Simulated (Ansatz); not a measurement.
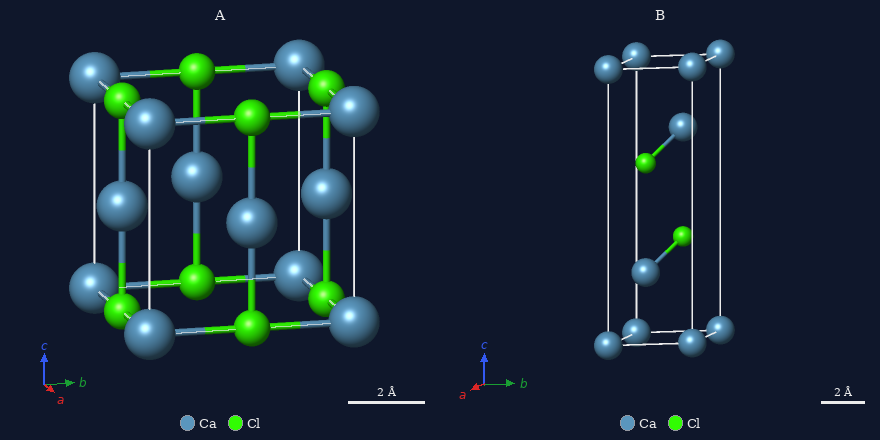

Two structures of Ca₃Cl₂, each relaxed to rest (conventional cells in solid outline, small ones repeated, not to one scale). Method: DFT PBE, scalar-relativistic, plane waves, PAW in Ansatz 0.2.0, without spin polarisation.

Identify the two structures.

Answer. A: 5 atoms a cell on a primitive tetragonal lattice, P4/mmm. B: 5 atoms a cell on a primitive hexagonal lattice, P-3m1.

Which has the lower energy, and by how much?

Answer. B is lower, by 152 meV/atom at this level of theory (energies at zero smearing). Volumes: A 35.5, B 36.9 Å³/atom.

One or both may be structure types tried for this composition rather than known phases.
